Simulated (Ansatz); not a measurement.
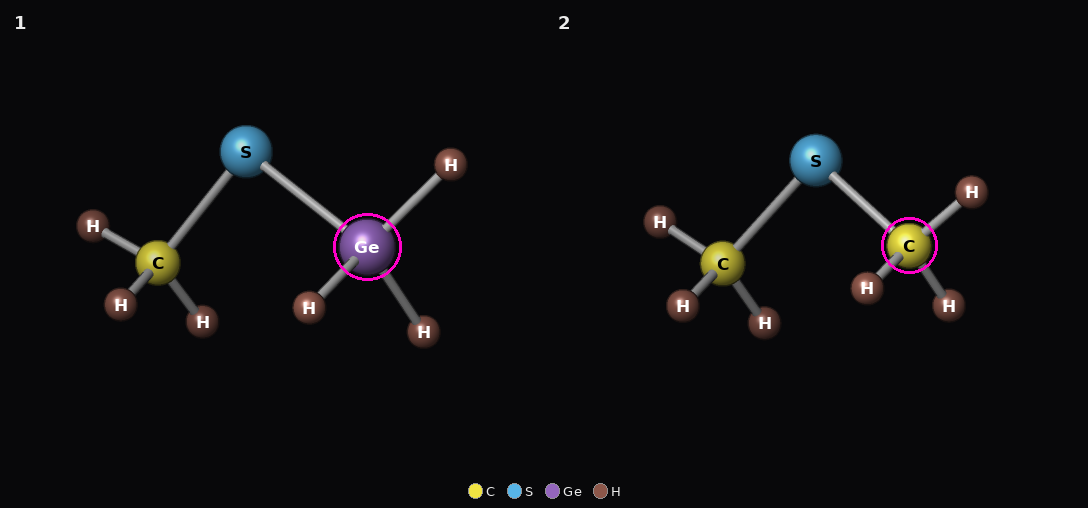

2 molecules with one skeleton, seen from the same side and at one scale; the atom that differs is circled. Each species is neutral and a spin singlet. Computed geometries: PBE0-D4/def2-TZVP optimisations, one conformation each. Properties computed with Ansatz 0.2.0.

One atom differs, called X below: Ge in panel 1, C in panel 2. Their formulas are CH6GeS (`C[S][GeH3]`), C2H6S (`CSC`).

In which is the mean length of X–H larger (PBE0-D4/def2-TZVP)?

In panel 1 (X = Ge).

In which is the harmonic zero-point energy higher (PBE0-D4/def2-TZVP)?

In panel 2 (X = C).

Give the values. With PBE0-D4/def2-TZVP: mean length of X–H (Å), length of X–S (Å), mean angle H–X–H (°), dipole moment (D), harmonic zero-point energy (kJ/mol). With revPBE-D4/def2-TZVPP: HOMO energy (Kohn–Sham orbital) (eV), HOMO–LUMO gap (eV).

```tsv
quantity	1 (Ge)	2 (C)	2 − 1
mean length of X–H (Å)	1.538	1.091	−0.447
length of X–S (Å)	2.212	1.795	−0.417
mean angle H–X–H (°)	110.1	109.0	−1.1
HOMO energy (Kohn–Sham orbital) (eV)	−5.52	−4.96	+0.56
HOMO–LUMO gap (eV)	4.87	5.10	+0.23
dipole moment (D)	1.44	1.59	+0.15
harmonic zero-point energy (kJ/mol)	163.4	198.8	+35.4
```
